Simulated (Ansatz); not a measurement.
# HfSi (model cell, started as CsCl type): following an unstable mode, part 3 of 3

Wanted: the energy along a soft mode of HfSi (model cell, started as CsCl type) and the structure at the end.

Ansatz 0.2.0; DFT LDA, scalar-relativistic, plane waves, PAW.

So far. Step 5 (Energy along the mode, all amplitudes (two of the runs …): The lowest of the steps tried is at 0.22 Å, 19.0 meV/atom below the parent; the bottom of the well need not coincide with a step. Step 7 (The new phase in its own primitive cell): The largest force component left is 0.20 meV/Å and the pressure is 0.000 GPa, within the tolerances set. The cell now holds 16.19 Å³/atom. The relaxed cell has a, b, c = 6.032, 7.505, 2.861 Å (conventional setting).

The structure was built from a prototype and need not be the compound's stable phase.

## (8) Modes of the new phase, k-mesh 10×10×14

A relaxed structure may still be a saddle point, so its zone-centre modes are computed. No field response is asked, since the mesh shows no gap.

input.yaml reads:

```yaml
crystal:
  lattice:
    - [3.0160816523, -3.7524563736, 0.0]
    - [3.0160816523, 3.7524563736, 0.0]
    - [0.0, 0.0, 2.860657669]
  atoms:
    - { symbol: Hf, position: [0.7132593248, 0.2867406752, 0.0] }
    - { symbol: Hf, position: [0.2867406752, 0.7132593248, 0.0] }
    - { symbol: Si, position: [0.795797109, 0.795797109, 0.5] }
    - { symbol: Si, position: [0.204202891, 0.204202891, 0.5] }
kpoints:
  mp_grid: { grid: [10, 10, 14] }
hamiltonian:
  xc: lda
scf:
  occupations: { method: methfessel_paxton, width: 0.2 }
output:
  eigenvalues: true
phonons:
  method: dfpt
```

Command:

```
> ansatz run input.yaml --threads 4 --pin off --max-ram 7168MiB --backend cpu --events-out ev --progress --plain --runs-dir out
```

Numbers of over 12 decimals in the logs are rounded to 6 here.

The log of the run:

```text
zone centre: on kpoints.mp_grid the ground state, and the responses unless they are solved on pairs of k-points, stand on 416 of the mesh's 1400 k-points, reduced under 2 symmetry operations, with k and −k counted as one. Each operation leaves every solved displacement unchanged or reverses it
[...]
Crystal: 4 atoms, lattice volume = 64.752 Å³
Basis set: ecut = 420 eV, 1275 PW (Γ), exchange–correlation on 72×72×40 points (8 copies of the dense FFT grid, shifted against one another)
Bands: 36, of which v1, the nominal top of the filled ones, is band 30 counted from 1 (29 counted from 0)
Symmetry: 8 space group operations
k-points: 416 of 1400 (irreducible under 2 space group operations, time reversal used)
[...]
SCF iter   1: F=—  HF=-32173.213550 eV  |F-HF|=—  |Δ(HF+E_count)|=         —  Δρ=6.71e-3  dr2=2.34e-2  ethr=1.77e-3  ⟨swp⟩=5.3  Hψ=53166  notcnv=0
[...]
SCF iter  10: F=-32173.208117 eV  HF=-32173.208117 eV  |F-HF|=7.28e-12  |Δ(HF+E_count)|=  1.24e-10  S|Δr|=    0.00e0  Δρ=7.90e-8  dr2=6.25e-12  ethr=1.00e-12  ⟨swp⟩=7.7  Hψ=86143  notcnv=0
SCF 1 converged in 10 iterations: F = -32173.208117 eV  dr2 = 6.25e-12
[...]
DFPT response loops at Γ: preconditioner auto → Kerker (q_TF=auto, 2.694 Å⁻¹) (partly filled bands, converged f_vac=0.000); β = 1.00, the filter's whole step (`scf.mixing.beta` (0.50) is not read by the response loops under this deck's `scf.mixing.preconditioner`; to damp them name `kerker` or `kerker_dos`, under which they read `scf.mixing.beta`, and type it under 1.00, their step now; both keys bind the ground state too); Broyden in place of MSR1
SCF converged after 10 iterations
[...]
Free energy (F): -32173.208117 eV
[...]
Internal energy: -32173.209780 eV  (E = F + TS)
E sigma→0 (E₀):  -32173.208533 eV
Entropy (-TS):   0.001662 eV (0.416 meV/atom)
Fermi energy:    18.533519 eV
[...]
--- Band table (eV; the first three rows and the last of 416) ---
  k-point 0: bands = [... 26 lower, 15.8135, 16.1299, 16.5685, 16.7979, 21.4020, 21.7144, 21.7434, 22.0964, ... 2 higher]
  k-point 1: bands = [... 26 lower, 15.7137, 16.1866, 16.6261, 16.9058, 21.1884, 21.5633, 21.8021, 21.9835, ... 2 higher]
  k-point 2: bands = [... 26 lower, 15.7625, 16.3154, 16.7071, 17.3584, 20.8484, 20.9829, 21.0602, 21.2010, ... 2 higher]
  k-point 415: bands = [... 26 lower, 15.5949, 15.6231, 16.1959, 17.0387, 18.8342, 19.0480, 19.5000, 20.5301, ... 2 higher]
--- Phonons (Γ-DFPT): 6 representative perturbations + reference, on 416 of 1400 k-points (Σ response iterations 20) ---
  k mesh reduced under 2 symmetry operations, with k and −k counted as one. Each operation leaves every solved displacement unchanged or reverses it
  ASR residual: 3.088e-5 → 0.000e0 eV/Å²; symmetrization residual: 3.216e-6 eV/Å²
  ASR residual per site (eV/Å²): 2.32e-5 2.32e-5 3.09e-5 3.09e-5
  Γ frequencies (cm⁻¹): -38.20 0.00 0.00 0.00 100.74 129.35 164.99 172.69 225.16 294.70 305.74 372.56
  non-analytic LO–TO correction: not included (Born effective charges unavailable; polar crystals: no LO–TO splitting at Γ)
```

Elapsed: 3.3 min, on 4 threads of Arm Neoverse V2, shared host; peak memory 3.1 GiB.

Numbers from this step:

```yaml
sum_rule_residual_before_enforcement: 3.09e-5 eV/Å²
point_group: mmm
highest_optical_mode_at_the_zone_centre_no_lo_to_term: 372.6 cm⁻¹
lowest_optical_zone_centre_mode: -38.2 cm⁻¹
```

Patterns of degenerate modes are one choice out of their space. Modes at Γ, with each element's share of the kinetic energy (negative means imaginary):

```csv
mode,frequency (cm⁻¹),symmetry,Hf %,Si %
1,-38.2,B3g,100,0
2,0.0,acoustic,86,14
3,0.0,acoustic,86,14
4,0.0,acoustic,86,14
5,100.7,Ag,96,4
6,129.3,B1g,91,9
7,165.0,B1u,14,86
8,172.7,B2g,0,100
9,225.2,B3u,14,86
10,294.7,B2u,14,86
11,305.7,B1g,9,91
12,372.6,Ag,4,96
```

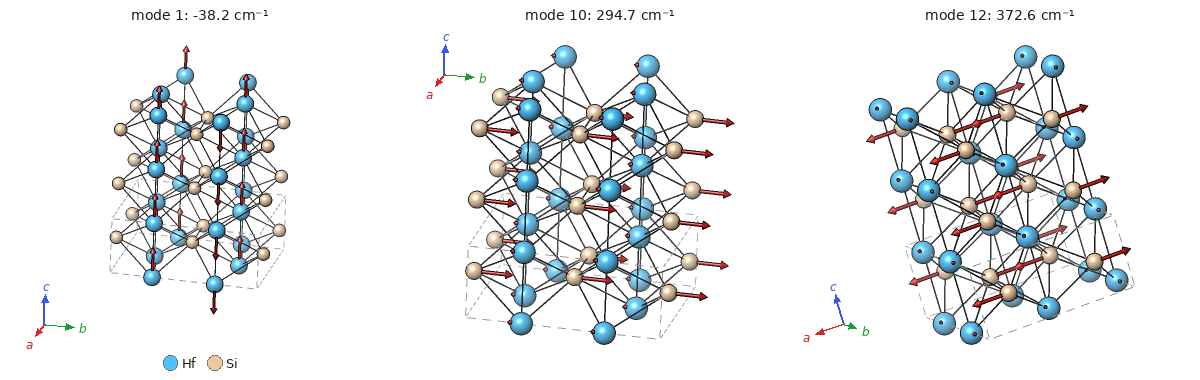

Displacement patterns of modes 1, 10 and 12 at Γ; arrows are exaggerated. 1×1×3 conventional cells are drawn. Some periodic images of atoms are drawn too.

Before it was imposed, the acoustic sum rule was missed by 3.1e-5 eV/Å². Small misses are needed for a sound result but don't prove that mesh and cutoff are converged. The lowest optical mode is imaginary, 38.2i cm⁻¹, so the energy falls along it.

## (9) The phases reached

The phases reached along the modes that were followed are set side by side.

Energies are those of the first relaxation, on the mesh of the frozen mode; space group, volume and gap are those of the last relaxation. Phases, by row:

```csv
mode frozen in,space group,energy from parent (meV/atom),volume (Å³/atom),gap on mesh (eV),lowest zone-centre optical mode (cm⁻¹),largest shift (Å)
parent,Pm-3m,0,16.74,0,–,–
"q = (0, 0.25, 0.25), 97i cm⁻¹",P4/mmm,-154.5,16.62,0,185,0
"q = (0, -0.5, -0.5), 89i cm⁻¹",P4/mmm,-149.7,16.62,0,185,0
"q = (0, -0.5, -0.5), 89i cm⁻¹",Cmmm,-225.7,16.19,0,-38.2,0.276
"q = (0, -0.5, -0.5), 89i cm⁻¹",Cmmm,-225.7,16.19,0,-38.2,0.276
```

## (10) Outcome

```
unstable mode of the parent                                                      : q = (0, -0.5, -0.5), 89i cm⁻¹
depth at the lowest point sampled                                                : 19.0 meV/atom
largest atomic shift at that point                                               : 0.22 Å
space group reached (within 0.01 Å)                                              : Cmmm
energy gained over the parent (first relaxation, on the mesh of the frozen mode) : 226 meV/atom
volume per atom, phase reached                                                   : 16.2 Å³
lowest optical zone-centre mode, phase reached                                   : -38.2 cm⁻¹
highest optical mode at the zone centre (no LO-TO term), phase reached           : 373 cm⁻¹
```

In words: Along this mode the structure falls into Cmmm, 226 meV/atom below the parent. At the parent's cell the well is 19.00 meV/atom deep on the steps tried, with its lowest point at a shift of 0.22 Å. Relaxing atoms and cell changes the gain by +206.66 meV/atom against the lowest step (energies at zero smearing). Most of the total comes from this relaxation. The new phase still has an imaginary mode at the zone centre of its cell, so it is a saddle point on the way to a lower structure. Of the 4 patterns followed to their end from this parent, this one reaches the lowest energy. Each path keeps the symmetry of its pattern, so a lower phase may lie along a pattern not tried. With no gap, or one that is small against the smearing, the frequencies hang on the k mesh and the smearing, most of all near Kohn anomalies. Spin-orbit coupling is left out, which can matter for the heavy elements here. The starting cell was built on a prototype and not taken from a measurement, so the phase need not exist.

[Logs are printed without paths, hosts, clocks, repeated set-up lines and the standing remarks that a program may print on its own settings, such as how far it seeks lower states.]

[Hosts, paths, dates, database ids (printed as entryN), source tags and the programs' standing remarks are cut or masked in the printed files.]
